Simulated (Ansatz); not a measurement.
A series of calculations on SiNH₇O

### Relaxation

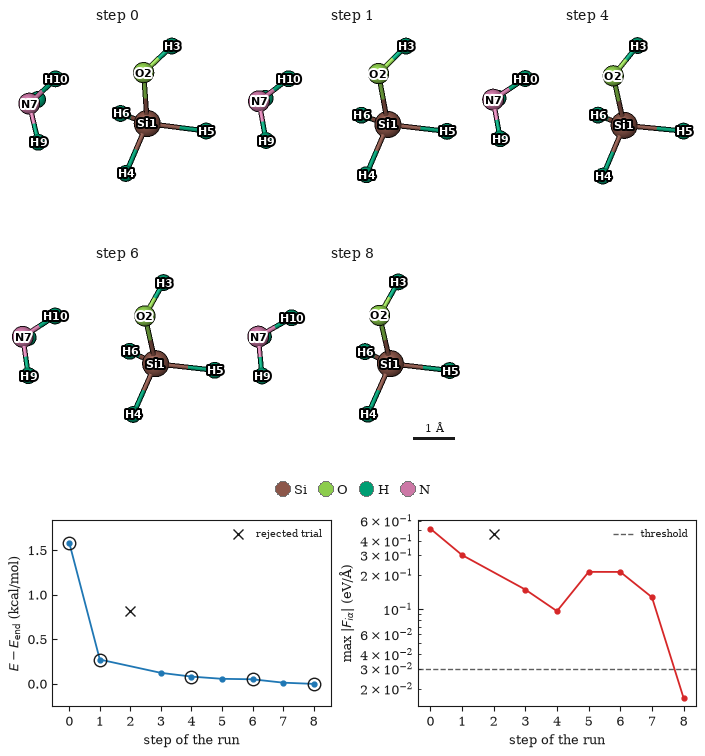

Frames of a relaxation of SiNH₇O, marked on the history of the run. The picture is a ball-and-stick view, seen at a tilt.

The run prepares an end point of a later path (reaction) calculation, from a guessed geometry.

The calculation used Ansatz 0.2.0, RKS PBE-D4/def2-SVP. Set-up: no spin polarisation; force threshold 0.03 eV/Å; at most 50 steps.

> Describe the path.

Over 7 accepted moves (8 points after the start) the energy falls by 1.58 kcal/mol. Largest force component: 0.51 eV/Å at the start, 0.017 eV/Å at the end. The line search rejected the trial step at point 2 of the run. An H atom moves most after the best rigid fit: 0.33 Å. Largest moves by element: H 0.33 Å, Si 0.22 Å, N 0.22 Å, O 0.12 Å. Near-neighbour distances that change, for instance: H–N 1.041 → 1.031 Å, O–Si 1.686 → 1.691 Å. Bond angles that change, for instance: O–Si–H 105.6° → 110.3°, O–Si–H 109.6° → 106.5°, O–Si–H 115.3° → 113.0°. From step 0 to 1: H atoms move most (0.19 Å), energy −1.31 kcal/mol. From step 1 to 4: an H atom moves most (0.09 Å), energy −0.19 kcal/mol. From step 4 to 6: an H atom moves most (0.12 Å), energy −0.03 kcal/mol. From step 6 to 8: an H atom moves most (0.06 Å), energy −0.05 kcal/mol.

```json
{"step": "0", "E − E(0), kcal/mol": "0.00", "largest force component, eV/Å": "0.5110", "note": ""}
{"step": "1", "E − E(0), kcal/mol": "-1.31", "largest force component, eV/Å": "0.2997", "note": ""}
{"step": "2", "E − E(0), kcal/mol": "-0.77", "largest force component, eV/Å": "0.4593", "note": "rejected"}
{"step": "3", "E − E(0), kcal/mol": "-1.46", "largest force component, eV/Å": "0.1489", "note": ""}
{"step": "4", "E − E(0), kcal/mol": "-1.50", "largest force component, eV/Å": "0.0963", "note": ""}
{"step": "5", "E − E(0), kcal/mol": "-1.53", "largest force component, eV/Å": "0.2131", "note": ""}
{"step": "6", "E − E(0), kcal/mol": "-1.53", "largest force component, eV/Å": "0.2129", "note": ""}
{"step": "7", "E − E(0), kcal/mol": "-1.57", "largest force component, eV/Å": "0.1275", "note": ""}
{"step": "8", "E − E(0), kcal/mol": "-1.58", "largest force component, eV/Å": "0.0166", "note": ""}
```

Limits of the set-up: the start holds two separate molecules, 2.2 Å apart at their closest, whose relative position is a soft coordinate.

### Relaxation

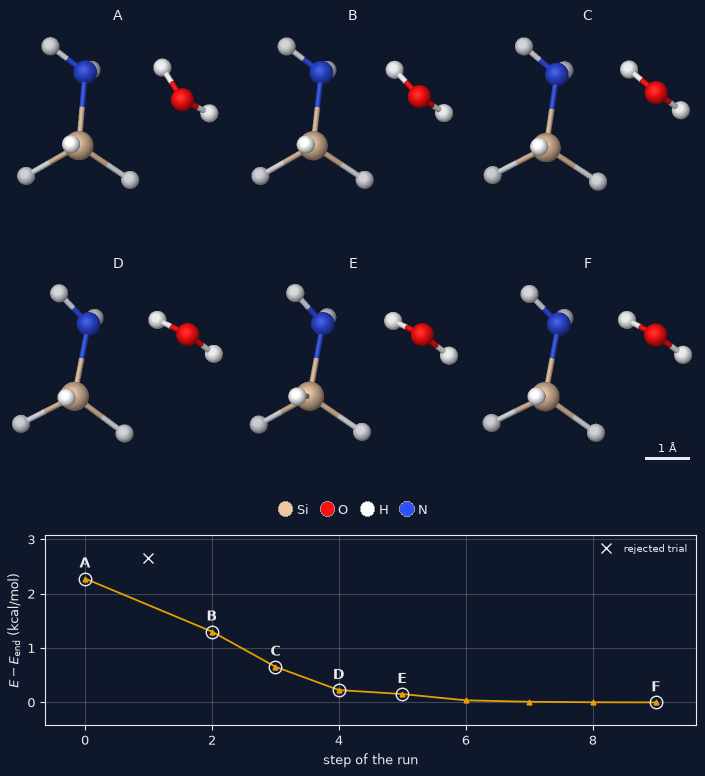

Frames of a relaxation of SiNH₇O, marked on the history of the run. A ball-and-stick model, seen at a tilt.

The run prepares an end point of a later path (reaction) calculation, from a guessed geometry.

The calculation used Ansatz, RKS PBE-D4/def2-SVP.

Input
```yaml
crystal:
  periodic: [false, false, false]
  atoms:
    - { symbol: Si, position_ang: [0.407962, -0.349981, -0.27597] }
    - { symbol: O, position_ang: [-0.679896, -0.018672, 2.37817] }
    - { symbol: H, position_ang: [-1.419926, -0.644486, 2.266528] }
    - { symbol: H, position_ang: [0.869611, -0.414315, -1.720922] }
    - { symbol: H, position_ang: [0.701874, 1.031944, 0.21433] }
    - { symbol: H, position_ang: [-1.045082, -0.717431, -0.302571] }
    - { symbol: "N", position_ang: [1.290587, -1.53931, 0.75233] }
    - { symbol: H, position_ang: [1.120307, -2.516083, 0.485225] }
    - { symbol: H, position_ang: [2.307453, -1.398054, 0.77966] }
    - { symbol: H, position_ang: [0.096109, -0.635112, 2.432521] }
basis:
  gaussian: { orbitals: def2-SVP }
hamiltonian:
  xc: pbe
  dispersion: d4
relax:
  f_tol: 0.03
  max_steps: 50
output:
  orbitals: {}
```

Launched with:
```bash
ansatz run input.yaml --threads 1 --pin off --max-ram 2048MiB --backend cpu --events-out ev --progress --plain --runs-dir out
```

Q: Describe the path.

A: Over 8 accepted moves (9 points after the start) the energy falls by 2.28 kcal/mol. Largest force component: 0.43 eV/Å at the start, 0.03 eV/Å at the end. The line search rejected the trial step at point 1 of the run. The atom that moves furthest after the best rigid fit is O2 (0.30 Å). By element the largest moves are O 0.30 Å, H 0.27 Å, N 0.14 Å, Si 0.12 Å. Some distances before and after: Si1–N7 1.803 → 1.775 Å, Si1–H4 1.518 → 1.513 Å. Among the angles between lasting bonds that change: Si1–N7–H8 113.4° → 116.0°, H5–Si1–H6 115.0° → 112.7°, H4–Si1–N7 111.5° → 113.6°. Cost: 38 s on 1 thread of Arm Neoverse N1, with other jobs on the host, peak memory 0.12 GiB. From step 0 to 2: H10 moves most (0.10 Å), energy −0.98 kcal/mol. From step 2 to 3: O2 moves most (0.10 Å), energy −0.65 kcal/mol. From step 3 to 4: O and H atoms move most (0.15 Å), energy −0.43 kcal/mol. From step 4 to 5: H6 moves most (0.12 Å), energy −0.07 kcal/mol. From step 5 to 9: H6 moves most (0.10 Å), energy −0.15 kcal/mol.

```csv
step,"E − E(0), kcal/mol","largest force component, eV/Å",note
0,0.00,0.4271,
1,0.38,1.8640,rejected
2,-0.98,0.5907,
3,-1.62,0.4341,
4,-2.05,0.1136,
5,-2.13,0.1026,
6,-2.24,0.0871,
7,-2.27,0.0499,
8,-2.28,0.0371,
9,-2.28,0.0298,
```

Limits of the set-up: the start holds two separate molecules, 2.3 Å apart at their closest, whose relative position is a soft coordinate.

### Path

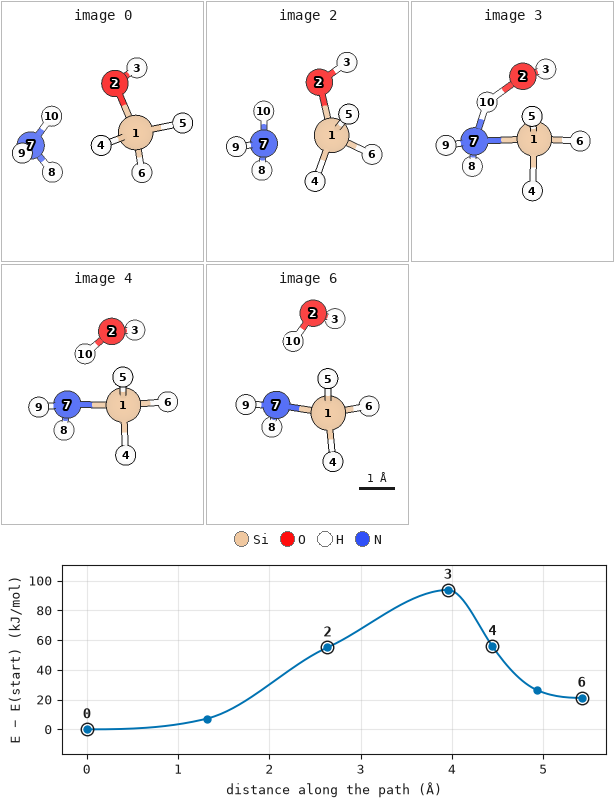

NEB run on SiNH$_{7}$O, made up at the start of SiH4O and NH3. Images are numbered from 0 (start) to 6 (end). The picture is a ball-and-stick view, seen at a tilt.

Level of theory: Ansatz, RKS PBE-D4/def2-SVP. Settings: 5 movable images; climbing image; force threshold 0.05 eV/Å; iteration limit 60; starting path through a guess of the saddle point.

### Describe the mechanism and the energy profile.

Breaking: N7–H10 (1.03 → 1.21 at the top → 1.92 Å), Si1–O2 (1.69 → 2.01 at the top → 3.17 Å). Forming: O2–H10 (2.20 → 1.31 at the top → 0.99 Å), Si1–N7 (3.43 → 1.95 at the top → 1.77 Å). The energy climbs by 93.9 kJ/mol to image 3 and then falls by 72.7 kJ/mol, so the end point sits at +21.2 kJ/mol. The band is converged. At the top, the vibrational analysis gives one imaginary mode (793i cm⁻¹), as a transition state must have.

Limits of the set-up: the start holds two separate molecules, 2.2 Å apart at their closest, whose relative position is a soft coordinate.

The run took 4.5 min on 1 thread of Arm Neoverse N1, with other jobs on the host, peak memory 0.11 GiB.
